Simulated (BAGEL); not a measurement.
# GaCl (SMILES [Cl][Ga]): NEVPT2(10,8)/cc-pVTZ (density fitting with cc-pvqz-jkfit)

What is the vertical singlet–triplet gap of GaCl at NEVPT2(10,8)/cc-pVTZ (density fitting with cc-pvqz-jkfit)? 

Program for the calculation: BAGEL 1.2.2.

10 further runs of the same task are left out: 7 that didn't finish, 3 set aside as unsound or not needed.

## Step 1: The structure to begin with

The species is GaCl (2 atoms), meant as a singlet with charge 0. SMILES: `[Cl][Ga]`. The shape is that of a PBE0-D4/def2-TZVP optimisation.

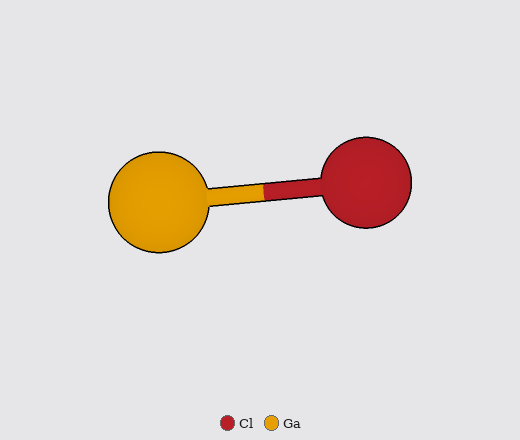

The structure, seen from a chosen angle (chlorine red, gallium amber).

## Step 2: The energy at NEVPT2(10,8)/cc-pVTZ (density fitting with cc-pvqz-jkfit)

job.json

```json
{ "bagel" : [

{
  "title" : "molecule",
  "basis" : "cc-pvtz.json",
  "df_basis" : "cc-pvqz-jkfit",
  "angstrom" : "true",
  "geometry" : [
    { "atom" : "Cl", "xyz" : [    0.000000,    0.000000,   -0.023560 ] },
    { "atom" : "Ga", "xyz" : [    0.000000,    0.000000,    2.192160 ] }
  ]
},
{ "title" : "hf" },
{ "title" : "nevpt2", "nstate" : 1, "nact" : 8, "nclosed" : 19, "nspin" : 0, "maxiter" : 200, "natocc" : "true", "ncore" : 14 },
{ "title" : "print", "file" : "orbitals.molden", "orbitals" : "true" }

]}
```

The basis set cc-pVTZ is read from a file made from the Basis Set Exchange's data (not shown).

The run is started by

```bash
$ BAGEL_NUM_THREADS=1 BAGEL job.json > job.out
```

Output:

```text
* using 1 threads per process

  ===============================================================
  ===============================================================

  *** Geometry ***

  { "atom" : "Cl", "xyz" : [      0.000000,      0.000000,     -0.044522 ] },
  { "atom" : "Ga", "xyz" : [      0.000000,      0.000000,      4.142582 ] },

  Number of auxiliary basis functions:      366

  Since a DF basis is specified, we compute 2- and 3-index integrals:
    o Being stored without compression. Storage requirement is 0.017 GB

  Number of basis functions:       77
  Number of electrons      :       48

    * METHOD: MOLECULE                             0.14

  *** RHF ***

  === Nuclear Repulsion ===
   125.8626496232

      * DIIS with orbital gradients will be used.

  === RHF iteration (cc-pvtz.json) ===
      0      -2382.82960837          0.00968833           0.04
      1      -2382.87103641          0.00441357           0.04
      2      -2382.87938531          0.00071844           0.04
      3      -2382.87986637          0.00017306           0.04
      4      -2382.87989263          0.00007560           0.04
      5      -2382.87989690          0.00002061           0.04
      6      -2382.87989724          0.00000397           0.04
      7      -2382.87989725          0.00000120           0.04
      8      -2382.87989725          0.00000030           0.04
      9      -2382.87989725          0.00000006           0.04
     10      -2382.87989725          0.00000003           0.04
     11      -2382.87989725          0.00000001           0.04
    * SCF iteration converged.

    * Permanent dipole moment:
           (   -0.000000,     0.000000,    -0.939448) a.u.

    * METHOD: HF                                   0.65

    * freezing 14 orbitals
  ---------------------------
      CASSCF calculation
  ---------------------------

    * nstate   :      1
    * nclosed  :     19
    * nact     :      8
    * nvirt    :     50
  === CASSCF iteration (cc-pvtz.json) ===

    * Using the second-order algorithm

      0  0     -2382.89362220     1.07e-03      0.04

      1  0     -2382.91476764     7.76e-04      0.24

      2  0     -2382.91886357     3.05e-04      0.27

      3  0     -2382.91958767     1.49e-04      0.29

      4  0     -2382.91992385     1.19e-04      0.28

      5  0     -2382.92016805     1.17e-04      0.28

      6  0     -2382.92037113     1.09e-04      0.32

      7  0     -2382.92051969     9.24e-05      0.29

[... 39 lines of this table left out ...]

     28  0     -2382.92069832     2.63e-08      0.26

     29  0     -2382.92069832     1.73e-08      0.26

     30  0     -2382.92069832     1.14e-08      0.25

     31  0     -2382.92069832     7.47e-09      0.24

    * Second-order optimization converged. *

     guess   0:   closed 11111...             open ........

  === FCI iteration ===

      0  0     -2382.87913260     3.50e-03      0.00
      1  0     -2382.91857637     1.03e-03      0.00
      2  0     -2382.92050654     3.22e-04      0.00
      3  0     -2382.92068752     7.22e-05      0.00
      4  0     -2382.92069767     1.90e-05      0.00
      5  0     -2382.92069827     5.36e-06      0.00
      6  0     -2382.92069832     1.19e-06      0.00
      7  0     -2382.92069832     2.13e-07      0.00
      8  0     -2382.92069832     3.85e-08      0.00
      9  0     -2382.92069832     8.07e-09      0.00
     10  0     -2382.92069832     1.55e-09      0.00
     11  0     -2382.92069832     3.17e-10      0.00
     12  0 *   -2382.92069832     7.06e-11      0.00

     * ci vector, state   0, <S^2> = -0.0000
       22222...     0.9719031622
       2222.2..    -0.1467135103
       2222..2.    -0.1467135103
       222.2..2    -0.0717454700

  === DF-NEVPT2 calculation ===

    * 3-index integral transformation done
    * assembly done

      NEVPT2 correlation energy:   -0.2544728149      0.10

          (+0)     -0.0510957264
          (+0)'    -0.0069114197
          (+1)     -0.0031668584
          (+1)'    -0.0014648919
          (+2)     -0.0003512795
          (-1)     -0.0099151851
          (-1)'    -0.0475569343
          (-2)     -0.1340105197

      NEVPT2 total energy:       -2383.1751711359

    * METHOD: NEVPT2                              15.06

    * METHOD: PRINT                                0.01

  ===============================================================
```

Wall time 16 s (1 thread of Arm Neoverse V2, shared host); peak memory 0.53 GiB.

## Step 3: The triplet, same level

calc.json

```json
{ "bagel": [

{
  "title": "molecule",
  "basis": "cc-pvtz.json",
  "df_basis": "cc-pvqz-jkfit",
  "angstrom": "true",
  "geometry": [
    { "atom": "Cl", "xyz": [    0.000000,    0.000000,   -0.023560 ] },
    { "atom": "Ga", "xyz": [    0.000000,    0.000000,    2.192160 ] }
  ]
},
{
  "title": "hf"
},
{
  "title": "casscf",
  "nstate": 1,
  "nact": 8,
  "nclosed": 19,
  "charge": 0,
  "nspin": 2,
  "maxiter": 200,
  "natocc": "true"
},
{
  "title": "nevpt2",
  "nstate": 1,
  "nact": 8,
  "nclosed": 19,
  "charge": 0,
  "nspin": 2,
  "maxiter": 200,
  "natocc": "true",
  "ncore": 14
},
{
  "title": "print",
  "file": "orbitals.molden",
  "orbitals": "true"
}

]}
```

The basis set cc-pVTZ is read from a file made from the Basis Set Exchange's data (not shown).

The run is started by

```bash
$ BAGEL_NUM_THREADS=1 BAGEL calc.json > calc.out
```

Output:

```text
* using 1 threads per process

  ===============================================================
  ===============================================================

  *** Geometry ***

  { "atom" : "Cl", "xyz" : [      0.000000,      0.000000,     -0.044522 ] },
  { "atom" : "Ga", "xyz" : [      0.000000,      0.000000,      4.142582 ] },

  Number of auxiliary basis functions:      366

  Since a DF basis is specified, we compute 2- and 3-index integrals:
    o Being stored without compression. Storage requirement is 0.017 GB

  Number of basis functions:       77
  Number of electrons      :       48

    * METHOD: MOLECULE                             0.14

  *** RHF ***

  === Nuclear Repulsion ===
   125.8626496232

      * DIIS with orbital gradients will be used.

  === RHF iteration (cc-pvtz.json) ===
      0      -2382.82960837          0.00968833           0.05
      1      -2382.87103641          0.00441357           0.04
      2      -2382.87938531          0.00071844           0.04
      3      -2382.87986637          0.00017306           0.05
      4      -2382.87989263          0.00007560           0.04
      5      -2382.87989690          0.00002061           0.04
      6      -2382.87989724          0.00000397           0.04
      7      -2382.87989725          0.00000120           0.04
      8      -2382.87989725          0.00000030           0.04
      9      -2382.87989725          0.00000006           0.04
     10      -2382.87989725          0.00000003           0.04
     11      -2382.87989725          0.00000001           0.04
    * SCF iteration converged.

    * Permanent dipole moment:
           (   -0.000000,     0.000000,    -0.939448) a.u.

    * METHOD: HF                                   0.66

  ---------------------------
      CASSCF calculation
  ---------------------------

    * nstate   :      1
    * nclosed  :     19
    * nact     :      8
    * nvirt    :     50
  === CASSCF iteration (cc-pvtz.json) ===

    * Using the second-order algorithm

      0  0     -2382.76119753     6.74e-03      0.04

      1  0     -2382.79048715     7.10e-04      0.25

      2  0     -2382.80681654     7.00e-04      0.23

      3  0     -2382.81090809     4.51e-04      0.25

      4  0     -2382.81355091     4.81e-04      0.24

      5  0     -2382.81480075     3.53e-04      0.25

      6  0     -2382.81516559     2.11e-04      0.27

      7  0     -2382.81526042     1.13e-04      0.28

      8  0     -2382.81528780     5.95e-05      0.28

      9  0     -2382.81529698     3.22e-05      0.29

     10  0     -2382.81530038     1.83e-05      0.25

     11  0     -2382.81530172     1.09e-05      0.27

     12  0     -2382.81530225     6.64e-06      0.29

     13  0     -2382.81530247     4.14e-06      0.29

     14  0     -2382.81530255     2.60e-06      0.30

     15  0     -2382.81530259     1.65e-06      0.30

     16  0     -2382.81530260     1.05e-06      0.30

     17  0     -2382.81530261     6.69e-07      0.28

     18  0     -2382.81530261     4.27e-07      0.25

     19  0     -2382.81530261     2.73e-07      0.26

     20  0     -2382.81530261     1.74e-07      0.26

     21  0     -2382.81530261     1.11e-07      0.26

     22  0     -2382.81530261     7.11e-08      0.25

     23  0     -2382.81530261     4.55e-08      0.26

     24  0     -2382.81530261     2.91e-08      0.29

     25  0     -2382.81530261     1.86e-08      0.27

     26  0     -2382.81530261     1.19e-08      0.26

     27  0     -2382.81530261     7.63e-09      0.25

    * Second-order optimization converged. *

     guess   0:   closed 1111....             open ....11..

  === FCI iteration ===

      0  0     -2382.77993879     5.50e-03      0.00
      1  0     -2382.81416645     1.13e-03      0.00
      2  0     -2382.81521531     2.98e-04      0.00
      3  0     -2382.81529709     6.49e-05      0.00
      4  0     -2382.81530217     2.00e-05      0.00
      5  0     -2382.81530257     5.25e-06      0.00
      6  0     -2382.81530261     1.48e-06      0.00
      7  0     -2382.81530261     4.07e-07      0.00
      8  0     -2382.81530261     9.60e-08      0.00
      9  0     -2382.81530261     2.70e-08      0.00
     10  0     -2382.81530261     7.78e-09      0.00
     11  0     -2382.81530261     1.58e-09      0.00
     12  0     -2382.81530261     3.23e-10      0.00
     13  0 *   -2382.81530261     5.83e-11      0.00

     * ci vector, state   0, <S^2> = 2.0000
       2222aa..    -0.9890018670
       222.aa2.     0.0607479498
       22.2aa.2     0.0510614554

    * METHOD: CASSCF                               7.36

    * freezing 14 orbitals

  === DF-NEVPT2 calculation ===

    * 3-index integral transformation done
    * assembly done

      NEVPT2 correlation energy:   -0.2351120717      0.09

          (+0)     -0.0510297748
          (+0)'    -0.0039982460
          (+1)     -0.0021979419
          (+1)'    -0.0001655209
          (+2)     -0.0000522334
          (-1)     -0.0122723306
          (-1)'    -0.0505125487
          (-2)     -0.1148834754

      NEVPT2 total energy:       -2383.0504146848

    * METHOD: NEVPT2                               5.58

    * METHOD: PRINT                                0.01

  ===============================================================
```

Run time: 14 s. Hardware: 1 thread of Arm Neoverse V2, shared host; peak memory 0.5 GiB.

## Step 4: Results

Level: NEVPT2(10,8)/cc-pVTZ (density fitting with cc-pvqz-jkfit), 14 core orbitals frozen.

| quantity | value |
| --- | --- |
| singlet: total energy | -2383.17517 Eh |
| triplet: total energy | -2383.05041 Eh |
| vertical energy of the triplet above the singlet | 3.395 eV |

In words: At this shape the triplet lies 3.39 eV (328 kJ/mol) above the singlet.
